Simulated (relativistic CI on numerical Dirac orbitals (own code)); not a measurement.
# Zr⁺: L-alpha,beta emission multiplets

Aim: the L-alpha,beta emission spectrum of Zr⁺ in 4 surroundings, from the same atomic integrals.

Program: relativistic CI on numerical Dirac orbitals (own code) version 1. Level of theory: Dirac-Coulomb-Breit CI, KLI orbitals optimised for each configuration, model QED (radiative potential, 1s self-energy scaled to tabulated hydrogen-like ionisation energies), valence Slater integrals scaled by 0.9, multiplet model of X-ray emission after core ionisation. These are calculated values, not measurements, unless marked.

### 1 Starting point

- ion: Zr⁺ (Zr II)
- nuclear charge: 40
- electrons: 39
- configurations: [Kr] 4d3 → [He] 2s2 2p5 3s2 3p6 3d10 4s2 4p6 4d3 → [Ar] 3d9 4s2 4p6 4d3
- temperature: 300 K
- widths: Lorentz 2 eV, Gauss 0.6 eV
- surrounding 1: free ion
- surrounding 2: D4h, 10Dq = 21850, Ds = -1500, Dt = -210 cm⁻¹
- surrounding 3: D4h, 10Dq = 21850, Ds = -600, Dt = -210 cm⁻¹
- surrounding 4: D4h, 10Dq = 21850, Ds = 300, Dt = -210 cm⁻¹

### 2 Surrounding 1: free ion

Settings of the run:

```ini
atom Zr  Z=40  charge=1  electrons=39
nucleus A=90  rms_radius_fm=4.2694
hamiltonian dirac-coulomb  breit=on  qed=on  c_scale=1
orbitals kli  potential=per-configuration
slater_scale 0.9
correlation none
mixing on
configurations
  [Kr] 4d3
  [He] 2s2 2p5 3s2 3p6 3d10 4s2 4p6 4d3
  [Ar] 3d9 4s2 4p6 4d3
end
emission L-alpha,beta T=300 lorentz=2 gauss=0.6
crystal_field free
```

From the run's result record (rounded, not every field):

```text
{
  "status": "converged",
  "curve, one point in 4 above 2 % of the maximum [energy, intensity] [eV; 1/eV]": [
    [2034.6, 0.003572],
    [2035.4, 0.004619],
    [2036.2, 0.005554],
    [2037, 0.006303],
    [2037.8, 0.007609],
    [2038.6, 0.01018],
    [2039.4, 0.01505],
    [2040.2, 0.02399],
    [2041, 0.03912],
    [2041.8, 0.05845],
    [2042.6, 0.09489],
    [2043.4, 0.1596],
    [2044.2, 0.1488],
    [2045, 0.07666],
    [2045.8, 0.0379],
    [2046.6, 0.02149],
    [2047.4, 0.01367],
    [2048.2, 0.009425],
    [2049, 0.006885],
    [2049.8, 0.005248],
    [2050.6, 0.004134],
    [2118.6, 0.003721],
    [2119.4, 0.005655],
    [2120.2, 0.007403],
    [2121, 0.00823],
    [2121.8, 0.008401],
    [2122.6, 0.01024],
    [2123.4, 0.01543],
    "... 10 more rows left out ..."
  ],
  "sticks, the strongest [energy, strength] [eV, share]": [
    [2043.49, 0.02061],
    [2043.58, 0.06678],
    [2043.61, 0.01972],
    [2043.72, 0.01508],
    [2043.77, 0.01992],
    [2043.8, 0.03872],
    [2043.81, 0.03722],
    [2043.87, 0.0851],
    [2043.92, 0.04408],
    [2043.95, 0.02101],
    [2125.87, 0.02025],
    [2125.95, 0.045],
    [2125.99, 0.01617],
    [2126.38, 0.01861]
  ],
  "centroid [eV]": 2071.42,
  "spread [eV]": 39.0365,
  "peak [eV]": 2043.8,
  "ground_S": 1.49876,
  "radial 2p5 3d10 4d3 [Ha, bohr]": {"<r^-3>(2p)": 2073.8, "<r^1>(2p)": 0.14028, "<r^2>(2p)": 0.024049, "<r^4>(2p)": 0.0011514, "zeta(2p)": 2.0684, "<r^-3>(4d)": 3.5076, "<r^1>(4d)": 1.8361, "<r^2>(4d)": 3.9968, "<r^4>(4d)": 29.091, "F2(4d,4d)": 0.24758, "F4(4d,4d)": 0.16104, "F2(2p,4d)": 0.046968, "G1(2p,4d)": 0.038014, "G3(2p,4d)": 0.022043, "zeta(4d)": 0.0022842},
  "radial 2p6 3d9 4d3 [Ha, bohr]": {"<r^-3>(3d)": 46.87, "<r^1>(3d)": 0.44227, "<r^2>(3d)": 0.23518, "<r^4>(3d)": 0.10726, "zeta(3d)": 0.035057, "<r^-3>(4d)": 3.4095, "<r^1>(4d)": 1.8545, "<r^2>(4d)": 4.0742, "<r^4>(4d)": 30.115, "F2(4d,4d)": 0.24519, "F4(4d,4d)": 0.15962, "F2(3d,4d)": 0.10996, "F4(3d,4d)": 0.045876, "G0(3d,4d)": 0.034232, "G2(3d,4d)": 0.038173, "G4(3d,4d)": 0.02864, "zeta(4d)": 0.0021056}
}
```

It took 1.5 s on 1 thread, shared host.

### 3 Surrounding 2: D4h, 10Dq = 21850, Ds = -1500, Dt = -210

Changes to the settings of step 2:

```diff
@@ -13,2 +13,2 @@
 emission L-alpha,beta T=300 lorentz=2 gauss=0.6
-crystal_field free
+crystal_field D4h 10Dq=21850 Ds=-1500 Dt=-210
```

Results of the run:

```text
{
  "status": "converged",
  "curve, one point in 6 above 2 % of the maximum [energy, intensity] [eV; 1/eV]": [
    [2033.8, 0.003566],
    [2035, 0.003961],
    [2036.2, 0.004531],
    [2037.4, 0.006414],
    [2038.6, 0.01039],
    [2039.8, 0.01939],
    [2041, 0.04004],
    [2042.2, 0.07244],
    [2043.4, 0.1603],
    [2044.6, 0.1099],
    [2045.8, 0.03733],
    [2047, 0.01677],
    [2048.2, 0.009366],
    [2049.4, 0.005956],
    [2050.6, 0.004119],
    [2118.8, 0.003876],
    [2120, 0.003891],
    [2121.2, 0.005355],
    [2122.4, 0.009162],
    [2123.6, 0.0186],
    [2124.8, 0.04693],
    [2126, 0.0906],
    [2127.2, 0.04519],
    [2128.4, 0.01715],
    [2129.6, 0.008073],
    [2130.8, 0.004557]
  ],
  "sticks, the strongest [energy, strength] [eV, share]": [
    [2043.59, 0.01932],
    [2043.69, 0.02462],
    [2043.72, 0.08169],
    [2043.73, 0.07304],
    [2043.78, 0.06148],
    [2043.85, 0.06062],
    [2043.89, 0.04967],
    [2126.11, 0.02778]
  ],
  "centroid [eV]": 2071.43,
  "spread [eV]": 39.0804,
  "peak [eV]": 2043.8,
  "ground_S": 1.49965
}
```

Run time: 1.3 s. Hardware: 1 thread, shared host.

### 4 Surrounding 3: D4h, 10Dq = 21850, Ds = -600, Dt = -210

Changes to the settings of step 3:

```diff
@@ -13,2 +13,2 @@
 emission L-alpha,beta T=300 lorentz=2 gauss=0.6
-crystal_field D4h 10Dq=21850 Ds=-1500 Dt=-210
+crystal_field D4h 10Dq=21850 Ds=-600 Dt=-210
```

Results of the run:

```text
{
  "status": "converged",
  "curve, one point in 6 above 2 % of the maximum [energy, intensity] [eV; 1/eV]": [
    [2033.8, 0.003612],
    [2035, 0.003993],
    [2036.2, 0.004531],
    [2037.4, 0.006414],
    [2038.6, 0.01039],
    [2039.8, 0.01941],
    [2041, 0.04005],
    [2042.2, 0.07247],
    [2043.4, 0.1604],
    [2044.6, 0.1099],
    [2045.8, 0.03732],
    [2047, 0.01677],
    [2048.2, 0.009366],
    [2049.4, 0.005957],
    [2050.6, 0.00412],
    [2118.8, 0.003941],
    [2120, 0.003882],
    [2121.2, 0.00534],
    [2122.4, 0.009167],
    [2123.6, 0.01859],
    [2124.8, 0.0469],
    [2126, 0.09058],
    [2127.2, 0.04526],
    [2128.4, 0.01714],
    [2129.6, 0.008072],
    [2130.8, 0.004558]
  ],
  "sticks, the strongest [energy, strength] [eV, share]": [
    [2043.66, 0.03161],
    [2043.72, 0.08844],
    [2043.73, 0.0665],
    [2043.77, 0.04572],
    [2043.82, 0.02775],
    [2043.85, 0.07614],
    [2043.89, 0.04994],
    [2126.05, 0.02705]
  ],
  "centroid [eV]": 2071.43,
  "spread [eV]": 39.0806,
  "peak [eV]": 2043.8,
  "ground_S": 1.4997
}
```

It took 1.5 s on 1 thread, shared host.

### 5 Surrounding 4: D4h, 10Dq = 21850, Ds = 300, Dt = -210

Changes to the settings of step 4:

```diff
@@ -13,2 +13,2 @@
 emission L-alpha,beta T=300 lorentz=2 gauss=0.6
-crystal_field D4h 10Dq=21850 Ds=-600 Dt=-210
+crystal_field D4h 10Dq=21850 Ds=300 Dt=-210
```

Results of the run:

```text
{
  "status": "converged",
  "curve, one point in 6 above 2 % of the maximum [energy, intensity] [eV; 1/eV]": [
    [2033.8, 0.003607],
    [2035, 0.004004],
    [2036.2, 0.004531],
    [2037.4, 0.006412],
    [2038.6, 0.01039],
    [2039.8, 0.01942],
    [2041, 0.04004],
    [2042.2, 0.07248],
    [2043.4, 0.1605],
    [2044.6, 0.1098],
    [2045.8, 0.0373],
    [2047, 0.01676],
    [2048.2, 0.009363],
    [2049.4, 0.005955],
    [2050.6, 0.004119],
    [2118.8, 0.003946],
    [2120, 0.003892],
    [2121.2, 0.005337],
    [2122.4, 0.009161],
    [2123.6, 0.01858],
    [2124.8, 0.04689],
    [2126, 0.09062],
    [2127.2, 0.04524],
    [2128.4, 0.01715],
    [2129.6, 0.008074],
    [2130.8, 0.004558]
  ],
  "sticks, the strongest [energy, strength] [eV, share]": [
    [2043.69, 0.02466],
    [2043.72, 0.08848],
    [2043.73, 0.05761],
    [2043.77, 0.04591],
    [2043.78, 0.02635],
    [2043.85, 0.0666],
    [2043.89, 0.05006],
    [2126.04, 0.02524]
  ],
  "centroid [eV]": 2071.42,
  "spread [eV]": 39.0798,
  "peak [eV]": 2043.8,
  "ground_S": 1.49969
}
```

Run time: 1.7 s. Hardware: 1 thread, shared host.

### 6 Comparison

| surrounding | ground S | centroid (eV) | spread (eV) | up to four highest peaks (% of the highest), eV |
| --- | --- | --- | --- | --- |
| 1: free | 1.50 | 2071.42 | 39.04 | 2043.8 (100), 2126.0 (49) |
| 2: D4h | 1.50 | 2071.43 | 39.08 | 2043.8 (100), 2126.0 (53) |
| 3: D4h | 1.50 | 2071.43 | 39.08 | 2043.8 (100), 2126.0 (52) |
| 4: D4h | 1.50 | 2071.42 | 39.08 | 2043.8 (100), 2126.0 (53) |

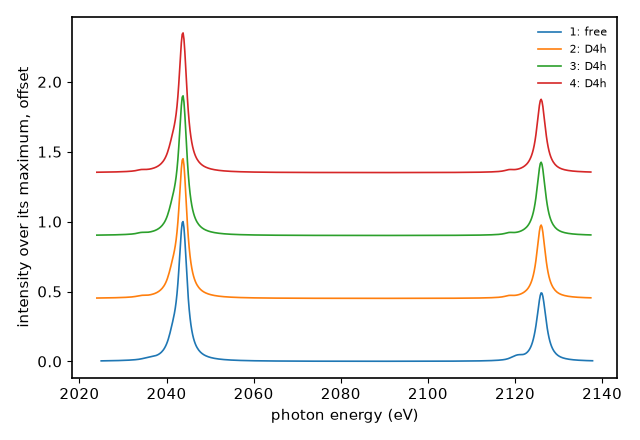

The spectra, each scaled to its maximum and offset.

### 7 Results

```
                           quantity      value
            highest peak, first run  2043.8 eV
ground spin (effective S from ⟨S²⟩)       1.50
```

The highest peak stays in place, within the step of the energy grid, in all surroundings. Photon energies are those of the free ion; lines in solids lie some eV away, more where the ion's charge is far from that in the solid.
